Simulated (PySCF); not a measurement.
# [NbH6]-: structure of the singlet

The task is one start of a wider search on [NbH6]-: the singlet, from a octahedral start. It is relaxed, tested by its Hessian and followed downhill if it is a saddle.

Computed with PySCF 2.14.0. Level: PBE0, basis Nb def2-TZVPD with ECP28, H def2-TZVPD, scalar-relativistic core potentials, no spin–orbit coupling, density fitting.

### Step 1. Starting geometry

7 atoms, charge -1, spin multiplicity 1.

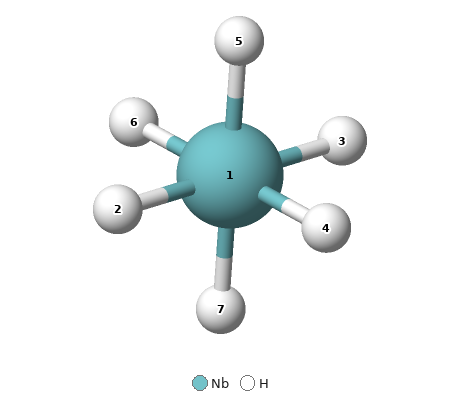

The starting geometry (niobium teal, hydrogen white); atoms are numbered from 1 in the order of the file.

```xyz
7
charge -1 multiplicity 1
Nb    0.0000    0.0000    0.0000
H     0.0000    0.0000    1.7900
H     0.0000    0.0000   -1.7900
H     1.7900    0.0000    0.0000
H     0.0000    1.7900    0.0000
H    -1.7900    0.0000    0.0000
H     0.0000   -1.7900    0.0000
```

### Step 2. The SCF at the typed geometry

One driver script runs all steps and calls PySCF; scf.py shows how it sets up the SCF of each step. The optimiser is the driver's own. After this first run the driver tries any further starts and a stability analysis.

File scf.py:

```python
from pyscf import gto, scf, dft
mol = gto.M(atom='''
Nb     0.000000     0.000000     0.000000
H      0.000000     0.000000     1.790000
H      0.000000     0.000000    -1.790000
H      1.790000     0.000000     0.000000
H      0.000000     1.790000     0.000000
H     -1.790000     0.000000     0.000000
H     -0.000000    -1.790000     0.000000''',
    basis={'Nb': 'def2-TZVPD', 'H': 'def2-TZVPD'},
    ecp={'Nb': 'def2-TZVPD'},
    charge=-1, spin=0)
mf = dft.RKS(mol, xc='PBE0')
mf.grids.atom_grid = (50, 194)
aux = {'Nb': 'def2-universal-JKFIT', 'H': 'def2-universal-JKFIT'}
mf = mf.density_fit(auxbasis=aux)
mf.conv_tol = 1e-08
mf.diis_space = 10
mf.max_cycle = 60
mf.init_guess = 'minao'
mf.verbose = 4
mf.kernel()
```

Command:

```
$ OMP_NUM_THREADS=2 python axn.py task.json out
```

The log of the run:

```text
init E= -53.7241168046767
  HOMO = -0.658281937894649  LUMO = -0.533639238114318  gap/eV = 3.39170
cycle= 1 E= -55.1545801280389  delta_E= -1.43  |g|= 4.26  |ddm|= 6.26
  HOMO = 0.220676661723007  LUMO = 0.262813761304826  gap/eV = 1.14661
cycle= 2 E= -34.4205505966878  delta_E= 20.7  |g|=  6.3  |ddm|= 25.5
  HOMO = -0.313509120469546  LUMO = -0.224888074062299  gap/eV = 2.41150
cycle= 3 E= -60.2355102294383  delta_E= -25.8  |g|= 0.634  |ddm|=   25
  HOMO = -0.0531359884925891  LUMO = 0.041809154672888  gap/eV = 2.58359
cycle= 4 E= -60.3699380932704  delta_E= -0.134  |g|= 0.0781  |ddm|= 1.22
  HOMO = -0.100196062703882  LUMO = 0.0166815498730265  gap/eV = 3.18040
cycle= 5 E= -60.3720535062143  delta_E= -0.00212  |g|= 0.0157  |ddm|= 0.261
  HOMO = -0.0976778131696048  LUMO = 0.0224588696108121  gap/eV = 3.26909
cycle= 6 E= -60.3721406100994  delta_E= -8.71e-05  |g|= 0.0024  |ddm|= 0.047
  HOMO = -0.0978036089979333  LUMO = 0.0225466640449923  gap/eV = 3.27490
cycle= 7 E= -60.3721421710778  delta_E= -1.56e-06  |g|= 6.29e-05  |ddm|= 0.00778
  HOMO = -0.0978308676974621  LUMO = 0.0225237976929448  gap/eV = 3.27502
cycle= 8 E= -60.3721421722077  delta_E= -1.13e-09  |g|= 6.44e-06  |ddm|= 0.000329
  HOMO = -0.0978324742854717  LUMO = 0.0225203374897384  gap/eV = 3.27497
Extra cycle  E= -60.3721421722035  delta_E= 4.18e-12  |g|= 8.46e-06  |ddm|= 1.67e-05
converged SCF energy = -60.3721421722035
```

This step, with its further starts and checks, needed 10 s of wall time on 2 threads of Intel Xeon 6975P-C (Granite Rapids), shared host.

Energies from each starting density:

```tsv
start	energy (Eh)
the minimal-basis guess	-60.372142
a thermally smeared density	-60.372142
a smeared PBE density	-60.372142
```

No lower closed-shell solution turned up from the other starts or in the test of internal stability.

### Step 3. Relaxation: octahedral start, singlet

The program finds Oh symmetry in the start, which this walk keeps. The walk stops when the largest gradient is under 0.0003 Eh/bohr and the energy has settled too.

scf.py: that of step 2 with these lines changed.

```diff
@@ -9 +9 @@
-H     -0.000000    -1.790000     0.000000''',
+H      0.000000    -1.790000     0.000000''',
@@ -20 +19,0 @@
-mf.init_guess = 'minao'
```

Energy and gradient, step by step:

```tsv
step	energy (Eh)	change (kJ/mol)	largest symmetric gradient (Eh/bohr)
0	-60.372142	0.00	0.02180
1	-60.379723	-19.90	0.00990
2	-60.381923	-25.68	0.00152
3	-60.381980	-25.83	0.00011
4	-60.381981	-25.83	0.00000
```

The walk took 10 s.

Positions (Å) and forces (eV/Å) along the way:

```
step 0
Nb   0.000   0.000   0.000   0.000   0.000   0.000
H    0.000   0.000   1.790   0.000   0.000   1.121
H    0.000   0.000  -1.790   0.000   0.000  -1.121
H    1.790   0.000   0.000   1.121   0.000   0.000
H    0.000   1.790   0.000   0.000   1.121   0.000
H   -1.790   0.000   0.000  -1.121   0.000   0.000
H    0.000  -1.790   0.000   0.000  -1.121   0.000
step 1
Nb   0.000   0.000   0.000   0.000   0.000   0.000
H    0.000   0.000   1.833   0.000   0.000   0.509
H    0.000   0.000  -1.833   0.000   0.000  -0.509
H    1.833   0.000   0.000   0.509   0.000   0.000
H    0.000   1.833   0.000   0.000   0.509   0.000
H   -1.833   0.000   0.000  -0.509   0.000   0.000
H    0.000  -1.833   0.000   0.000  -0.509   0.000
step 2
Nb   0.000   0.000   0.000   0.000   0.000   0.000
H    0.000   0.000   1.867   0.000   0.000   0.078
H    0.000   0.000  -1.867   0.000   0.000  -0.078
H    1.867   0.000   0.000   0.078   0.000   0.000
H    0.000   1.867   0.000   0.000   0.078   0.000
H   -1.867   0.000   0.000  -0.078   0.000   0.000
H    0.000  -1.867   0.000   0.000  -0.078   0.000
step 4
Nb   0.000   0.000   0.000   0.000   0.000   0.000
H    0.000   0.000   1.874   0.000   0.000   0.000
H    0.000   0.000  -1.874   0.000   0.000   0.000
H    1.874   0.000   0.000   0.000   0.000   0.000
H    0.000   1.874   0.000   0.000   0.000   0.000
H   -1.874   0.000   0.000   0.000   0.000   0.000
H    0.000  -1.874   0.000   0.000   0.000   0.000
```

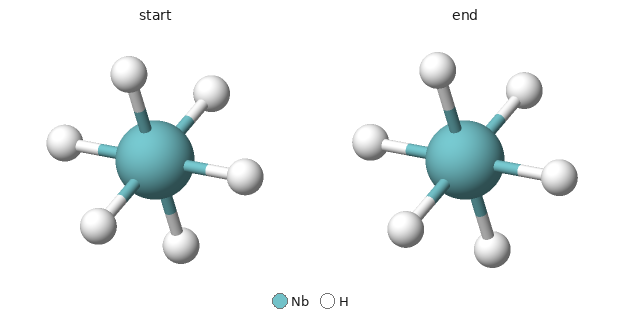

The geometry along the walk, at one scale.

End point (Oh, 4 steps, 25.8 kJ/mol gained): Nb–H 1.874 Å (×6); H–Nb–H 90.0° (×12), H–Nb–H 180.0° (×3).

### Step 4. Hessian and properties

On the finer grid the gradient is checked again; gradients at displacements of ±0.02 bohr then give force constants and infrared intensities.

scf.py: that of step 3 with these lines changed.

```diff
@@ -3,7 +3,7 @@
-Nb     0.000000     0.000000     0.000000
-H      0.000000     0.000000     1.790000
-H      0.000000     0.000000    -1.790000
-H      1.790000     0.000000     0.000000
-H      0.000000     1.790000     0.000000
-H     -1.790000     0.000000     0.000000
-H      0.000000    -1.790000     0.000000''',
+Nb    -0.000000     0.000000     0.000000
+H      0.000000    -0.000000     1.873898
+H     -0.000000     0.000000    -1.873898
+H      1.873898    -0.000000    -0.000000
+H      0.000000     1.873898    -0.000000
+H     -1.873898     0.000000     0.000000
+H     -0.000000    -1.873898     0.000000''',
@@ -14 +14 @@
-mf.grids.atom_grid = (50, 194)
+mf.grids.atom_grid = (75, 302)
@@ -17 +17 @@
-mf.conv_tol = 1e-08
+mf.conv_tol = 1e-10
```

This SCF starts from the last density.

Log of the central SCF (cycles and frontier levels):

```text
init E= -60.381903271401
  HOMO = -0.101726236936227  LUMO = 0.0161703629285443  gap/eV = 3.20813
cycle= 1 E= -60.3819032714014  delta_E= -3.84e-13  |g|= 9.14e-07  |ddm|= 3.43e-06
  HOMO = -0.101726078906586  LUMO = 0.0161708613406119  gap/eV = 3.20814
Extra cycle  E= -60.3819032714006  delta_E= 7.82e-13  |g|= 1.29e-06  |ddm|= 3.7e-06
converged SCF energy = -60.3819032714006
```

The whole step took 16 s.

Geometry: Oh; Nb–H 1.874 Å (×6); H–Nb–H 90.0° (×12), H–Nb–H 180.0° (×3).

Modes, for the most abundant isotopes:

```json
{"symmetry": "t2u", "ω (cm⁻¹)": "1320i", "IR (km/mol)": "0.0"}
{"symmetry": "t1u", "ω (cm⁻¹)": "1123i", "IR (km/mol)": "2355"}
{"symmetry": "t2g", "ω (cm⁻¹)": "606", "IR (km/mol)": "0.0"}
{"symmetry": "t1u", "ω (cm⁻¹)": "1493", "IR (km/mol)": "4221"}
{"symmetry": "eg", "ω (cm⁻¹)": "1708", "IR (km/mol)": "0.0"}
{"symmetry": "a1g", "ω (cm⁻¹)": "1755", "IR (km/mol)": "0.0"}
```

6 modes are imaginary, the largest at 1320i cm⁻¹: a saddle point, not a minimum.

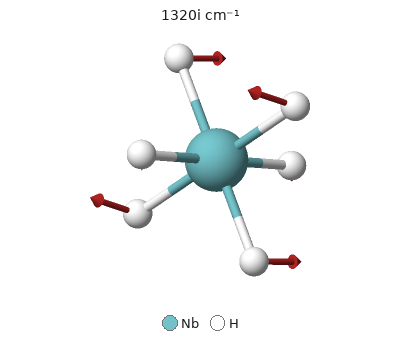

The imaginary mode, as arrows.

Properties at this point:

* Dipole moment about the centre of mass: 0.00 D
* Highest occupied level: -2.77 eV
* Lowest empty level: 0.44 eV
* Rotational constants: 1.191, 1.191, 1.191 cm⁻¹
* Zero-point energy (real modes): 68.6 kJ/mol
* Principal polarisabilities: 91.7, 91.7, 91.7 bohr³
* Principal traceless quadrupole moments about the centre of mass: 0.00, 0.00, 0.00 D Å

Populations by atom (charges in e):

| atom | Mulliken | Löwdin | polar tensor | Mayer order to Nb1 |
| --- | --- | --- | --- | --- |
| Nb1 | -1.22 | 0.49 | 2.57 | – |
| H2,3,4,5,6,7 | 0.04 | -0.25 | -0.59 | 0.91 |

Outer orbital energies (eV). occupied: -37.12, -37.12, -5.89, -5.51, -5.51, -2.77, -2.77, -2.77; empty: 0.44, 0.44, 0.44, 4.64.

Mulliken populations on Nb1 (outside its core potential): s 3.35, p 8.25, d 2.58, f 0.03.

### Step 5. Leaving the saddle point

The start is the last point, displaced along its most imaginary mode.

The program finds C1 symmetry in the start.

scf.py: that of step 4 with these lines changed.

```diff
@@ -3,7 +3,7 @@
-Nb    -0.000000     0.000000     0.000000
-H      0.000000    -0.000000     1.873898
-H     -0.000000     0.000000    -1.873898
-H      1.873898    -0.000000    -0.000000
-H      0.000000     1.873898    -0.000000
-H     -1.873898     0.000000     0.000000
-H     -0.000000    -1.873898     0.000000''',
+Nb    -0.000000     0.000000    -0.000000
+H     -0.011644    -0.026304     1.873898
+H     -0.011644    -0.026304    -1.873898
+H      1.873898     0.026304     0.117082
+H      0.011644     1.873898    -0.117082
+H     -1.873898     0.026304     0.117082
+H      0.011644    -1.873898    -0.117082''',
@@ -14 +14 @@
-mf.grids.atom_grid = (75, 302)
+mf.grids.atom_grid = (50, 194)
@@ -17 +17 @@
-mf.conv_tol = 1e-10
+mf.conv_tol = 1e-08
```

Energy and gradient, step by step (not every step is listed):

```tsv
step	energy (Eh)	change (kJ/mol)	largest gradient (Eh/bohr)
0	-60.387903	0.00	0.01138
1	-60.398831	-28.69	0.01486
2	-60.413724	-67.79	0.01442
3	-60.437165	-129.34	0.01966
4	-60.445257	-150.58	0.01693
5	-60.450283	-163.78	0.01095
6	-60.454049	-173.67	0.01129
7	-60.455976	-178.73	0.00892
8	-60.458256	-184.71	0.00977
9	-60.460391	-190.32	0.01177
10	-60.462483	-195.81	0.01982
12	-60.466901	-207.41	0.01870
14	-60.471815	-220.31	0.01466
16	-60.476854	-233.54	0.01444
18	-60.478175	-237.01	0.00643
20	-60.479467	-240.40	0.00654
22	-60.480548	-243.24	0.00730
24	-60.481518	-245.79	0.00385
26	-60.481785	-246.49	0.00220
27	-60.481863	-246.69	0.00187
28	-60.481902	-246.79	0.00180
29	-60.481919	-246.84	0.00064
30	-60.481931	-246.87	0.00026
31	-60.481935	-246.88	0.00028
32	-60.481936	-246.88	0.00025
```

The walk took 54 s.

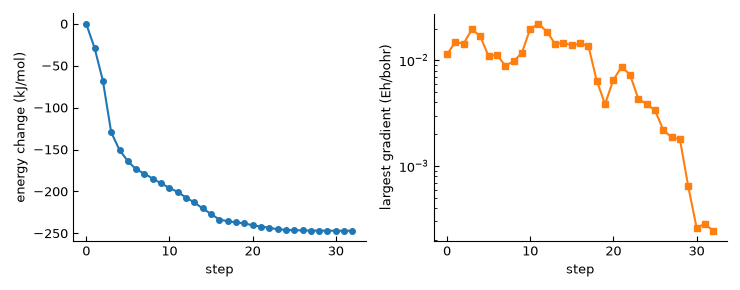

Energy and largest gradient along the walk.

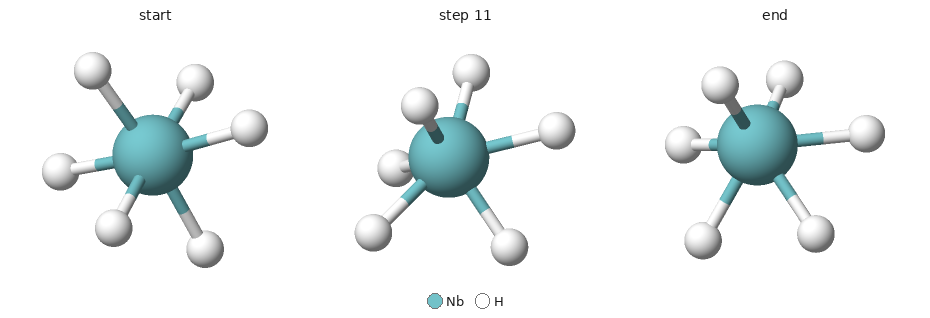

The geometry along the walk, at one scale.

After 32 steps and 246.9 kJ/mol it ends at C5v: Nb–H 1.768 Å (×5), Nb–H 1.849 Å; H–Nb–H 66.1° (×5), H–Nb–H 111.9° (×4), H–Nb–H 112.3°, H–Nb–H 123.8° (×5).

### Step 6. Hessian and properties

As before: finer grid, then central differences.

scf.py: that of step 5 with these lines changed.

```diff
@@ -3,7 +3,7 @@
-Nb    -0.000000     0.000000    -0.000000
-H     -0.011644    -0.026304     1.873898
-H     -0.011644    -0.026304    -1.873898
-H      1.873898     0.026304     0.117082
-H      0.011644     1.873898    -0.117082
-H     -1.873898     0.026304     0.117082
-H      0.011644    -1.873898    -0.117082''',
+Nb     0.013298    -0.004183     0.005148
+H     -0.816204     1.085270     1.123488
+H      0.020349     0.208426    -1.749963
+H      1.667998    -0.524695     0.645720
+H      0.006248     1.686206    -0.512733
+H     -1.310406    -0.763909     0.897498
+H     -0.793388    -1.305829    -0.878392''',
@@ -14 +14 @@
-mf.grids.atom_grid = (50, 194)
+mf.grids.atom_grid = (75, 302)
@@ -17 +17 @@
-mf.conv_tol = 1e-08
+mf.conv_tol = 1e-10
```

SCF at the final geometry:

```text
init E= -60.4819390763992
  HOMO = -0.0730193880612836  LUMO = 0.112354101728868  gap/eV = 5.04427
cycle= 1 E= -60.4819390763933  delta_E= 5.84e-12  |g|= 5.55e-06  |ddm|= 8.14e-06
  HOMO = -0.073020208758536  LUMO = 0.112352976096469  gap/eV = 5.04426
Extra cycle  E= -60.4819390763637  delta_E= 2.96e-11  |g|= 1.17e-05  |ddm|= 1.63e-05
converged SCF energy = -60.4819390763637
```

The whole step needed 33 s of wall time on 2 threads of Intel Xeon 6975P-C (Granite Rapids), shared host.

Geometry: C5v; Nb–H 1.768 Å (×5), Nb–H 1.849 Å; H–Nb–H 66.1° (×5), H–Nb–H 112.0° (×5), H–Nb–H 123.8° (×5).

Harmonic modes (main isotopes):

| symmetry | ω (cm⁻¹) | IR (km/mol) |
| --- | --- | --- |
| e2 | 394 | 0.0 |
| e1 | 615 | 183 |
| a1 | 789 | 30.3 |
| e1 | 816 | 314 |
| e2 | 998 | 0.0 |
| a1 | 1584 | 833 |
| e2 | 1641 | 0.0 |
| e1 | 1703 | 1924 |
| a1 | 1794 | 59.3 |

All wavenumbers are real: a minimum.

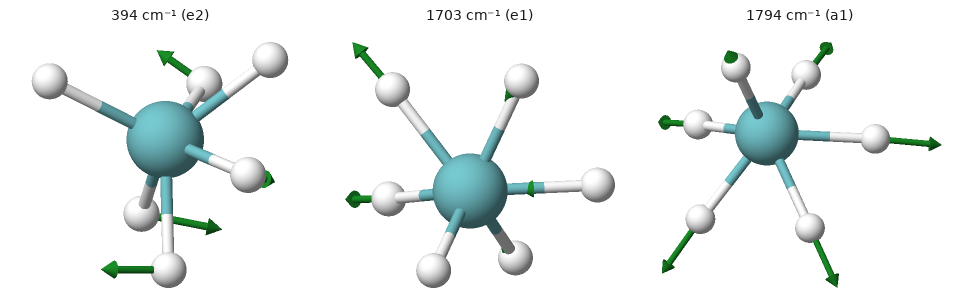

How the atoms move in 3 of the modes.

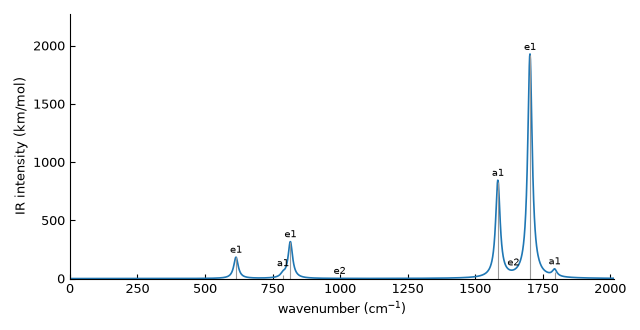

The harmonic infrared spectrum (widths in cm⁻¹). Lines are broadened to a width of 20 cm⁻¹ (Lorentzian).

Constants and moments:

- Dipole moment about the centre of mass: 1.67 D
- Highest occupied level: -1.99 eV
- Lowest empty level: 3.06 eV
- Rotational constants: 1.359, 1.359, 1.245 cm⁻¹
- Zero-point energy: 98.7 kJ/mol
- Principal polarisabilities: 64.0, 76.6, 76.6 bohr³
- Principal traceless quadrupole moments about the centre of mass: -1.44, -1.44, 2.87 D Å
- Entropy at 298.15 K and 1 bar: 248.3 J/(mol K)
- Heat capacity Cp at 298.15 K: 66.3 J/(mol K)
- Enthalpy at 298.15 K above 0 K: 13.20 kJ/mol
- Rotational symmetry number: 5

Populations by atom (charges in e):

```json
{"atom": "Nb1", "Mulliken": "-1.55", "Löwdin": "0.10", "polar tensor": "0.79", "Mayer order to Nb1": "–"}
{"atom": "H2,3,5,6,7", "Mulliken": "0.15", "Löwdin": "-0.18", "polar tensor": "-0.26", "Mayer order to Nb1": "0.94"}
{"atom": "H4", "Mulliken": "-0.18", "Löwdin": "-0.20", "polar tensor": "-0.48", "Mayer order to Nb1": "1.09"}
```

Outer orbital energies (eV). occupied: -33.06, -33.06, -4.98, -3.56, -2.89, -2.89, -1.99, -1.99; empty: 3.06, 3.06, 3.21, 4.96.

Mulliken populations on Nb1 (outside its core potential): s 3.06, p 7.66, d 3.81, f 0.03.

### Step 7. Would spin polarisation lower it?

At the lowest minimum the closed shell is tested against spin polarisation, on the (50, 194) grid. It is stable.

### Step 8. All stationary points

| spin | group | bonds | imaginary modes (cm⁻¹) | ΔE (kJ/mol) | with zero-point energy |
| --- | --- | --- | --- | --- | --- |
| singlet | C5v | Nb–H 1.768 Å (×5), Nb–H 1.849 Å | none | 0.0 | 0.0 |
| singlet | Oh | Nb–H 1.874 Å (×6) | 1320i, 1320i, 1320i, 1123i, 1123i, 1123i | 262.6 | – |

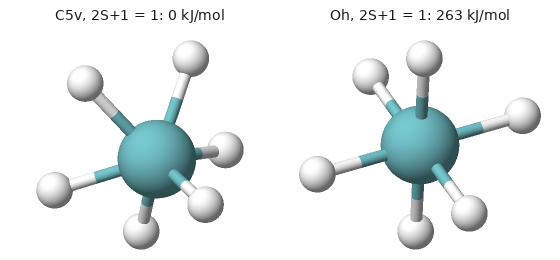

The points, lowest first (niobium teal, hydrogen white).

### Step 9. Real-space pictures of the lowest minimum

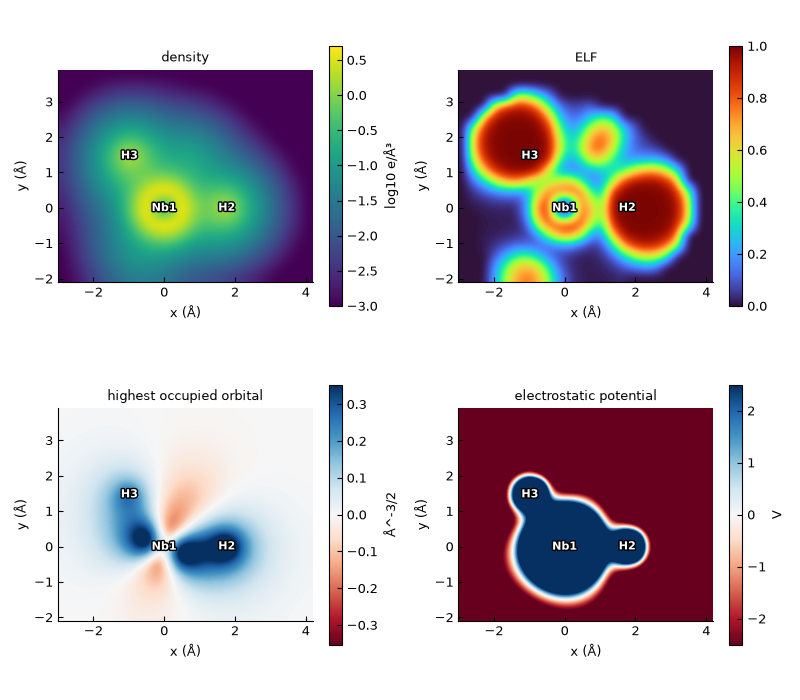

The plane holds Nb1 at (0.00, 0.00), H2 at (1.77, 0.00), H3 at (-0.98, 1.47) Å. ELF is set to 0 where the density is under 0.005 e/Å³; an orbital's overall sign is arbitrary. The potential's colours end at ±2.5 V. Electrons inside core potentials are absent.

Values on the line from Nb1 (at 0) through H2 (at 1.768 Å):

```tsv
distance (Å)	density (e/Å³)	ELF	electrostatic potential (V)
0.71	2.51	0.712	45.4
0.88	1.18	0.454	19.8
1.06	0.782	0.471	8.4
1.24	0.79	0.848	5.13
1.41	1.04	0.989	11.4
1.59	1.6	0.999	47
1.86	1.9	1	127
2.03	0.921	1	21.3
2.21	0.448	1	3.42
2.39	0.227	0.999	-2.32
2.56	0.118	0.998	-4.4
2.74	0.0642	0.996	-5.08
```

Making the fields took 0.9 s.

### Step 10. Outcome

```
                            quantity                                                                                         value
                             minimum                                                                                  singlet, C5v
                            geometry    Nb–H 1.768 Å (×5), Nb–H 1.849 Å; H–Nb–H 66.1° (×5), H–Nb–H 112.0° (×5), H–Nb–H 123.8° (×5)
                  wavenumbers (cm⁻¹)  394 (e2), 615 (e1), 789 (a1), 816 (e1), 998 (e2), 1584 (a1), 1641 (e2), 1703 (e1), 1794 (a1)
      dipole moment (centre of mass)                                                                                        1.67 D
highest occupied, lowest empty level                                                                                -1.99, 3.06 eV
          polar-tensor charge of Nb1                                                                                       +0.79 e
                   zero-point energy                                                                                   98.7 kJ/mol
                 entropy at 298.15 K                                                                               248.3 J/(mol K)
```

In words: From Oh at the start the molecule goes to a C5v minimum, after a stop at a higher-order saddle point 262.6 kJ/mol higher, from which it was pushed off along an imaginary mode. In the infrared the band at 1703 cm⁻¹ (e1, stretch) leads. Other starts or spin states, not run here, may lie lower.

The search up to here needed 2.1 min of wall time on 2 threads of Intel Xeon 6975P-C (Granite Rapids), shared host.
